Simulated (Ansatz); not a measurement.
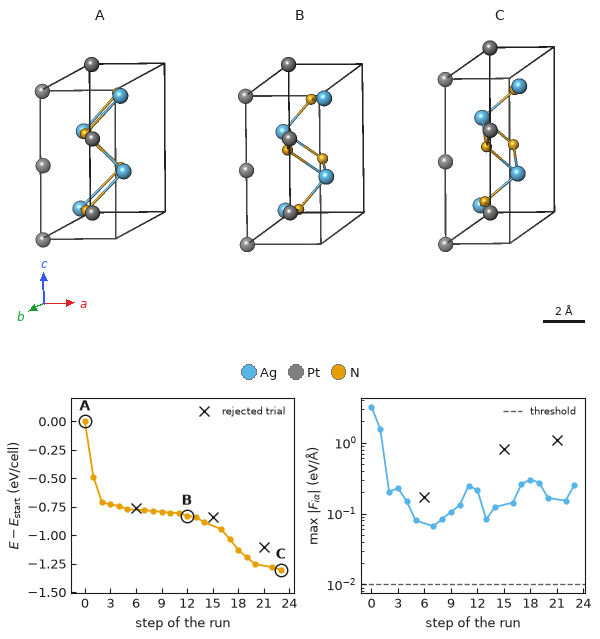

Frames of a relaxation of a crystal of Ag₂PtN₂ (built on the K2NiO2-139 type type), marked on the history of the run. Style: ball-and-stick. Shown: the cell of the calculation, reduced to other axes, from a free direction. Lengths and directions refer to the drawn axes.

Case: shaken.

Computed with DFT, PBEsol, plane waves, PAW (Ansatz 0.2.0).

Input file:
```yaml
crystal:
  lattice:
    - [-3.732759205, 3.7307973668, 10.4348510415]
    - [1.8843063279, -1.8380505822, 5.2140574768]
    - [1.8564686494, 1.828139629, -5.2076488586]
  atoms:
    - { symbol: Ag, position: [0.3197572065, 0.5918041199, -0.0256194401] }
    - { symbol: Ag, position: [0.1723275116, 0.4241782477, 0.0191977225] }
    - { symbol: Pt, position: [0.0042502829, -0.0255734375, -0.0237118393] }
    - { symbol: "N", position: [0.0798378284, 0.1902218989, 0.0128756561] }
    - { symbol: "N", position: [0.4086626633, 0.8343553898, -0.0066834841] }
    - { symbol: Ag, position: [0.8375746832, 0.63062977, 0.0652062059] }
    - { symbol: Ag, position: [0.6745219392, 0.3606281448, -0.002370832] }
    - { symbol: Pt, position: [0.5047669147, -0.0308622805, -0.027570165] }
    - { symbol: "N", position: [0.5836454682, 0.1602702032, -0.0235641544] }
    - { symbol: "N", position: [0.9249342572, 0.8232826012, 0.0180065632] }
kpoints:
  mp_grid: { grid: [6, 6, 6] }
hamiltonian:
  xc: pbesol
scf:
  occupations: { method: fermi_dirac, width: 0.05 }
relax:
  f_tol: 0.01
  cell: {}
  max_steps: 120
output:
  write_density: true
  write_potential: true
  elf: true
  volumetric_format: npy
```

Run as
```bash
ansatz run input.yaml --threads 2 --pin off --max-ram 2211MiB --backend cpu --events-out ev --progress --plain --runs-dir out
```

Q: What happens along the run?

A: The run was cut off at its time limit before the relaxation converged, so the last structure is only a point on the way. The energy falls by 1.301 eV per cell of the calculation in 20 accepted moves (23 points after the start). The largest force component goes from 3.2 to 0.26 eV/Å. The pressure goes from 5.45 to 0.08 GPa. The line search rejected the trial steps at points 6, 15, 21 of the run. N5 moves most relative to the cell: 1.05 Å along [0 −1 −3]. Largest moves by element: N 1.05 Å, Ag 0.57 Å, Pt 0.11 Å. The drawn cell changes as follows: a 3.741 → 3.200 Å (−14.5 %), b 5.823 → 5.890 Å (+1.1 %), c 7.387 → 8.212 Å (+11.2 %), α 108.1° → 110.8°, β 90.3° → 90.1°, γ 108.4° → 106.1°; the volume changes by −4.1 %. Among the contacts that change: Ag2–N5 2.598 → 3.443 Å, Ag1–N4 2.875 → 2.097 Å, Ag6–N9 2.800 → 3.460 Å, Ag7–N10 2.752 → 2.093 Å. Bonds break, among them: Ag2–N5 (2.60 → 3.44 Å). Bond angles that change, for instance: Ag7–N9–Pt8 178.1° → 114.4°, Ag1–N5–Pt8 170.0° → 114.4°, Ag1–N9–Pt8 78.6° → 116.1°. The space group stays P1 (No. 1). From step 0 to 12: N5 moves most (0.71 Å), volume −0.9 %, energy −0.828 eV per cell of the calculation. From step 12 to 23: N atoms move most (0.60 Å), volume −3.3 %, energy −0.473 eV per cell of the calculation.

```
step  E − E(0), meV/atom  largest force component, eV/Å  pressure, GPa  volume, Å³/atom      note
   0                0.00                         3.2322           5.45           14.413          
   1              -48.57                         1.5450          -1.55           15.248          
   2              -70.86                         0.2042           0.42           14.778          
   3              -72.88                         0.2288          -0.06           14.815          
   4              -74.23                         0.1486          -0.57           14.816          
   5              -77.16                         0.0800           0.17           14.754          
   6              -76.31                         0.1702          -0.27           14.720  rejected
   7              -77.87                         0.0666           0.06           14.720          
   8              -78.70                         0.0836          -0.05           14.627          
   9              -79.24                         0.1056          -0.39           14.581          
  10              -80.11                         0.1313          -0.33           14.455          
  11              -80.30                         0.2482          -0.43           14.489          
  12              -82.83                         0.2148           0.53           14.286          
  13              -84.04                         0.0827           0.39           14.362          
  14              -88.30                         0.1242           0.15           14.338          
  15              -84.07                         0.8265          -1.69           14.328  rejected
  16              -94.65                         0.1425           0.16           14.248          
  17             -103.06                         0.2610          -0.42           14.181          
  18             -112.62                         0.3023           0.29           13.955          
  19             -119.12                         0.2739          -0.39           14.097          
  20             -125.35                         0.1667          -0.09           13.985          
  21             -110.09                         1.0909           5.03           13.377  rejected
  22             -127.91                         0.1522           0.14           13.877          
  23             -130.11                         0.2552           0.08           13.816
```
